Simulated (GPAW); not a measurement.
**Geometry relaxation of SiNH₃ (part 1 of 5)**

- system: SiNH₃
- method: LDA (PW92)/plane waves, scalar-relativistic datasets (GPAW 26.7.0)

The geometry comes from this level: GFN2-xTB.

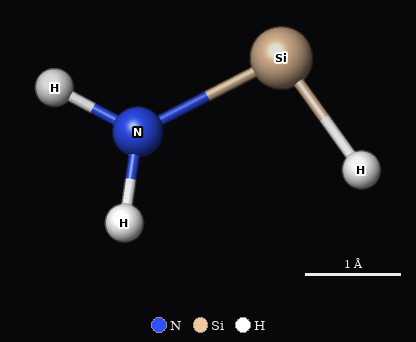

*The starting structure (ball-and-stick view, seen at an oblique angle).*

Bond lengths as drawn: H–N 1.01 Å, H–Si 1.49 Å and N–Si 1.71 Å.

Input file (gs.py)
```python
import numpy as np
from ase import Atoms
from ase.io import write
from ase.optimize import FIRE2
from ase.units import Bohr
from gpaw import GPAW, PW

positions_bohr = np.array(
              [[ -0.564423,  -0.886792,   0.232323],
               [  0.010299,   2.258261,   0.736483],
               [  0.357291,  -2.017358,  -1.000043],
               [ -1.907697,  -1.847340,   1.172991],
               [  2.104512,   2.493229,  -1.141754]])
mol = Atoms(['N', 'Si', 'H', 'H', 'H'], positions=positions_bohr * Bohr)
mol.center(vacuum=7.0)

gpaw_calc = GPAW(mode={'name': 'pw', 'ecut': 600},
                 xc='LDA',
                 maxiter=60,
                 symmetry='off',
                 txt='-')
mol.calc = gpaw_calc

opt = FIRE2(mol, trajectory='gs.traj')
converged = opt.run(fmax=0.05, steps=100)
print('Converged:', converged)
print(f'Final energy: {mol.get_potential_energy():.5f} eV')
print(f'r(Si1-N0) = {mol.get_distance(1, 0):.4f} Ang')
print(f'r(H2-N0): {mol.get_distance(2, 0):.4f} Ang')
write('relaxed.xyz', mol)
```

Run on 1 thread of Arm Neoverse V2, 24 GiB of memory available, shared host.

Run as:
```bash
OMP_NUM_THREADS=1 python gs.py
```

Output
```
__  _  _
 | _ |_)|_||  |
 |__||  | ||/\| - 26.7.0

units:  Angstrom and eV
cores:  1
OpenMP: False

Versions:
  Python: 3.12.14
  ASE:    3.29.0
  Numpy:  2.5.5
  Scipy:  1.18.1
  Libxc:  7.0.0

        _gpaw.cpython-312-aarch64-linux-gnu.so

Input parameters:
  mode=PW(ecut=600),
  maxiter=60,
  symmetry=Symmetry(point_group=False, time_reversal=False),
  xc=XC(name='LDA')

Diagonalizing LCAO Hamiltonian
Converting LCAO to pw mode
           .---------------------------------------.
          /|                                       |
         / |                                       |
        /  |                                       |
       /   |                                       |
      /    |                                       |
     /     |                                       |
    /      |                                       |
   /       |                                       |
  /        |                                       |
 *         |                                       |
 |         |                                       |
 |         |                                       |
 |         |               Si                      |
 |         |           H                           |
 |         |             N   H                     |
 |         |              H                        |
 |         |                                       |
 |         |                                       |
 |         .---------------------------------------.
 |        /                                       /
 |       /                                       /
 |      /                                       /
 |     /                                       /
 |    /                                       /
 |   /                                       /
 |  /                                       /
 | /                                       /
 |/                                       /
 *---------------------------------------*

Atoms  # Å, Bohr magnetons
|   | symbol |        x |        y |        z |    initial magnetic moments |
|---|--------|----------|----------|----------|-----------------------------|
| 0 |      N | 7.710830 | 7.598270 | 7.727130 | ( 0.0000,  0.0000,  0.0000) |
| 1 |     Si | 8.014960 | 9.262560 | 7.993920 | ( 0.0000,  0.0000,  0.0000) |
| 2 |      H | 8.198580 | 7.000000 | 7.074990 | ( 0.0000,  0.0000,  0.0000) |
| 3 |      H | 7.000000 | 7.089970 | 8.224910 | ( 0.0000,  0.0000,  0.0000) |
| 4 |      H | 9.123170 | 9.386900 | 7.000000 | ( 0.0000,  0.0000,  0.0000) |

Unit cell  # Å
| periodic |         x |         y |         z |   lengths |    angles |
|----------|-----------|-----------|-----------|-----------|-----------|
|       no | 16.123170 |  0.000000 |  0.000000 | 16.123170 | 90.000000 |
|       no |  0.000000 | 16.386900 |  0.000000 | 16.386900 | 90.000000 |
|       no |  0.000000 |  0.000000 | 15.224910 | 15.224910 | 90.000000 |

Number of symmetries: 1
Symmetry operations  # r_c * U_cc + t_c -> r_c
|   | kind |            matrix            |
|---|------|------------------------------|
| 0 |  E   |  1, 0, 0,  0, 1, 0,  0, 0, 1 |

BZ-sampling:
  Number of BZ points: 1
  Number of IBZ points: 1

  Monkhorst-Pack size: [1, 1, 1]
  Monkhorst-Pack shift: [0, 0, 0]

K-points  # in reciprocal-cell coordinates
|   |                                coordinates |     weight |
|---|--------------------------------------------|------------|
| 0 | (  0.00000000,   0.00000000,   0.00000000) | 1.00000000 |

Plane wave coefficients: 67109
Cutoff: 600.0 eV

Spin-components: 1 (collinear spins)
Bands:           11
Projectors:      19
Spin-degeneracy: 2
Datatype:        float64

  Storage: CPU
  Wave functions: 11_811_184 bytes (11_811_184 per core)
  Projectors: 28_991_088 bytes (28_991_088 per core)

Parallelization:
  kpt:    1
  domain: 1
  band:   1

Density:
  Valence electrons: 12.0
  Components: 1
  Grid points: [96 96 90]
  Charge: 0.0  # |e|

Potential:
  Grid points: [96 96 90]

species:
  N:
    name:    Nitrogen
    Z:       7.0
    valence: 5
    core:    2
    charge:  0.0  # [|e|]
    file:    N.LDA.gz
    compensation charges:
      type: gauss
      rc: 0.18  # [Å]
      lmax: 2
    cutoffs:
      filter: 1.11  # [Å]
      core: 0.96  # [Å]
    projectors
    | kind |    occ | energy [eV] | rcut [Å] |
    |------|--------|-------------|----------|
    |   2s |  2.000 |     -18.420 |    0.603 |
    |   2p |  3.000 |      -7.237 |    0.529 |
    |    s |        |       8.791 |    0.603 |
    |    p |        |      19.974 |    0.529 |
    |    d |        |       0.000 |    0.577 |

    Using partial waves for N as LCAO basis

  Si:
    name:    Silicon
    Z:       14.0
    valence: 4
    core:    10
    charge:  0.0  # [|e|]
    file:    Si.LDA.gz
    compensation charges:
      type: gauss
      rc: 0.33  # [Å]
      lmax: 2
    cutoffs:
      filter: 1.86  # [Å]
      core: 2.06  # [Å]
    projectors
    | kind |    occ | energy [eV] | rcut [Å] |
    |------|--------|-------------|----------|
    |   3s |  2.000 |     -10.878 |    1.058 |
    |   3p |  2.000 |      -4.162 |    1.058 |
    |    s |        |      16.334 |    1.058 |
    |    p |        |      23.049 |    1.058 |
    |    d |        |       0.000 |    1.058 |

    Using partial waves for Si as LCAO basis

  H:
    name:    Hydrogen
    Z:       1.0
    valence: 1
    core:    0
    charge:  0.0  # [|e|]
    file:    H.LDA.gz
    compensation charges:
      type: gauss
      rc: 0.15  # [Å]
      lmax: 2
    cutoffs:
      filter: 0.85  # [Å]
      core: 0.53  # [Å]
    projectors
    | kind |    occ | energy [eV] | rcut [Å] |
    |------|--------|-------------|----------|
    |   1s |  1.000 |      -6.353 |    0.476 |
    |    s |        |      20.858 |    0.476 |
    |    p |        |       0.000 |    0.476 |

    Using partial waves for H as LCAO basis

Reference energy: -9365.974501  # eV

eigensolver:
  PPCG
  Converge bands: occupied
  niter=2

density mixing:
  MSR1-Mixer
  Pratt-step length: 0.05
  Maximum mixing coefficient: 0.75
  Old densities: 10
  SVD Regularization: 0.005
  Good broyden scale: 1.0
  Trust region scale: 1.0
  Backstep threshold: 4.0
  History deletion threshold: 6.0
  Fourier metric: weight=20.0, sigma=0.015

occupation numbers:
  # Zero width

poisson solver:
  ecut: 4800.0  # eV

xc functional:
  name: None

Initialization done in: 2.056 s

convergence criteria:
- Maximum [total energy] change in last 3 cyles: 0.0005 eV / valence electron
- Maximum integral of absolute [dens]ity change: 0.0001 electrons / valence electron
- Maximum integral of absolute [eigenst]ate change: 4e-08 eV^2 / valence electron
maximum number of iterations: 60

SCF iterations
|iter     |     time |      energy | eigst |  dens |
|---------|----------|-------------|-------|-------|
|iter:   1| 00:00:03 |  -27.636369 | +0.40 |       |
|iter:   2| 00:00:05 |  -26.881438 | -1.33 | -0.54 |
|iter:   3| 00:00:07 |  -24.377368 | -0.47 | -0.58 |
|iter:   4| 00:00:09 |  -24.305527 | -1.45 | -1.17 |
|iter:   5| 00:00:12 |  -24.277546 | -2.06 | -1.44 |
|iter:   6| 00:00:14 |  -24.277507 | -3.66 | -2.12 |
|iter:   7| 00:00:16 |  -24.277604c| -4.74 | -2.55 |
|iter:   8| 00:00:18 |  -24.277599c| -5.51 | -3.24 |
|iter:   9| 00:00:21 |  -24.277599c| -6.87 | -3.78 |
|iter:  10| 00:00:23 |  -24.277599c| -8.04c| -4.33c|

Converged in 10 steps
SCF loop duration: 21.066 s (2.107 s/step)
Energy contributions relative to reference atoms: (reference = -9365.974501)

Energy contributions:
  Kinetic:          26.628748
  Coulomb:         -28.262102
  Zero:             -0.012865
  External:          0.000000
  Xc:              -22.631381
  Entropy:           0.000000
  Spinorbit:         0.000000
  ----------------------------
  Free energy:     -24.277599
  Extrapolated:    -24.277599

dipole moment: (-0.028724, -0.431789, -0.115230)  # |e|*Ang

Fermi level: -3.864
Eigenvalues  # (at kpt = [0.000, 0.000, 0.000])
| band index |      eig [eV] | occ [0-2] |
|------------|---------------|-----------|
|          0 |       -21.397 |     2.000 |
|          1 |       -12.909 |     2.000 |
|          2 |       -12.529 |     2.000 |
|          3 |        -8.899 |     2.000 |
|          4 |        -7.381 |     2.000 |
|          5 |        -5.220 |     2.000 |
|          6 |        -2.509 |     0.000 |
|          7 |        -0.927 |     0.000 |
|          8 |        -0.056 |     0.000 |
|          9 |         0.224 |     0.000 |
|         10 |         0.300 |     0.000 |

Gap: 2.711 eV
Transition (v -> c):
  (s=0, k=0, n=5, [0.00, 0.00, 0.00]) -> (s=0, k=0, n=6, [0.00, 0.00, 0.00])
No difference between direct/indirect transitions
vacuum-level: 0.085  # V

Forces  # eV/Ang
|        x |        y |        z |
|----------|----------|----------|
|  0.41762 |  0.56059 | -0.18788 |  # N    0
| -0.73579 |  0.00657 |  0.68861 |  # Si   1
|  0.24324 | -0.22864 | -0.30376 |  # H    2
| -0.46222 | -0.20019 |  0.36463 |  # H    3
|  0.54097 | -0.14191 | -0.55279 |  # H    4

Force computation time: 1.621  # s
       Step     Time          Energy          fmax
FIRE2:    0 00:00:25      -24.277599        1.007777
           .---------------------------------------.
          /|                                       |
         / |                                       |
        /  |                                       |
       /   |                                       |
      /    |                                       |
     /     |                                       |
    /      |                                       |
   /       |                                       |
  /        |                                       |
 *         |                                       |
 |         |                                       |
 |         |                                       |
 |         |               Si                      |
 |         |           H                           |
 |         |             N   H                     |
 |         |              H                        |
 |         |                                       |
 |         |                                       |
 |         .---------------------------------------.
 |        /                                       /
 |       /                                       /
 |      /                                       /
 |     /                                       /
 |    /                                       /
 |   /                                       /
 |  /                                       /
 | /                                       /
 |/                                       /
 *---------------------------------------*

Atoms  # Å, Bohr magnetons
|   | symbol |        x |        y |        z |    initial magnetic moments |
|---|--------|----------|----------|----------|-----------------------------|
| 0 |      N | 7.715006 | 7.603876 | 7.725251 | ( 0.0000,  0.0000,  0.0000) |
| 1 |     Si | 8.007602 | 9.262626 | 8.000806 | ( 0.0000,  0.0000,  0.0000) |
| 2 |      H | 8.201012 | 6.997714 | 7.071953 | ( 0.0000,  0.0000,  0.0000) |
| 3 |      H | 6.995378 | 7.087968 | 8.228557 | ( 0.0000,  0.0000,  0.0000) |
| 4 |      H | 9.128579 | 9.385481 | 6.994472 | ( 0.0000,  0.0000,  0.0000) |

Unit cell  # Å
| periodic |         x |         y |         z |   lengths |    angles |
|----------|-----------|-----------|-----------|-----------|-----------|
|       no | 16.123170 |  0.000000 |  0.000000 | 16.123170 | 90.000000 |
|       no |  0.000000 | 16.386900 |  0.000000 | 16.386900 | 90.000000 |
|       no |  0.000000 |  0.000000 | 15.224910 | 15.224910 | 90.000000 |

Initialization done in: 1.458 s

convergence criteria:
- Maximum [total energy] change in last 3 cyles: 0.0005 eV / valence electron
- Maximum integral of absolute [dens]ity change: 0.0001 electrons / valence electron
- Maximum integral of absolute [eigenst]ate change: 4e-08 eV^2 / valence electron
maximum number of iterations: 60

SCF iterations
|iter     |     time |      energy | eigst |  dens |
|---------|----------|-------------|-------|-------|
|iter:   1| 00:00:27 |  -24.301264 | -2.76 |       |
|iter:   2| 00:00:29 |  -24.300594 | -4.34 | -2.23 |
|iter:   3| 00:00:31 |  -24.298214c| -3.64 | -2.27 |
|iter:   4| 00:00:34 |  -24.297549c| -4.51 | -2.59 |
|iter:   5| 00:00:36 |  -24.297413c| -5.03 | -2.97 |
|iter:   6| 00:00:38 |  -24.297406c| -6.33 | -3.25 |
|iter:   7| 00:00:40 |  -24.297405c| -7.39 | -3.84 |
|iter:   8| 00:00:42 |  -24.297405c| -7.64c| -4.43c|

Converged in 8 steps
SCF loop duration: 16.048 s (2.006 s/step)
Energy contributions relative to reference atoms: (reference = -9365.974501)

Energy contributions:
  Kinetic:          25.687834
  Coulomb:         -27.576274
  Zero:             -0.013131
  External:          0.000000
  Xc:              -22.395834
  Entropy:           0.000000
  Spinorbit:         0.000000
  ----------------------------
  Free energy:     -24.297405
  Extrapolated:    -24.297405

dipole moment: (-0.038484, -0.435830, -0.107261)  # |e|*Ang

Fermi level: -3.864
Eigenvalues  # (at kpt = [0.000, 0.000, 0.000])
| band index |      eig [eV] | occ [0-2] |
|------------|---------------|-----------|
|          0 |       -21.358 |     2.000 |
|          1 |       -12.887 |     2.000 |
|          2 |       -12.483 |     2.000 |
|          3 |        -8.825 |     2.000 |
|          4 |        -7.395 |     2.000 |
|          5 |        -5.236 |     2.000 |
|          6 |        -2.492 |     0.000 |
|          7 |        -0.948 |     0.000 |
|          8 |        -0.055 |     0.000 |
|          9 |         0.210 |     0.000 |
|         10 |         0.289 |     0.000 |

Gap: 2.744 eV
Transition (v -> c):
  (s=0, k=0, n=5, [0.00, 0.00, 0.00]) -> (s=0, k=0, n=6, [0.00, 0.00, 0.00])
No difference between direct/indirect transitions
vacuum-level: 0.085  # V

Forces  # eV/Ang
|        x |        y |        z |
|----------|----------|----------|
|  0.02808 | -0.00839 | -0.01334 |  # N    0
| -0.45832 |  0.14229 |  0.47445 |  # Si   1
|  0.16205 | -0.08663 | -0.18101 |  # H    2
| -0.06573 |  0.07299 |  0.08380 |  # H    3
|  0.33737 | -0.12035 | -0.35547 |  # H    4
```
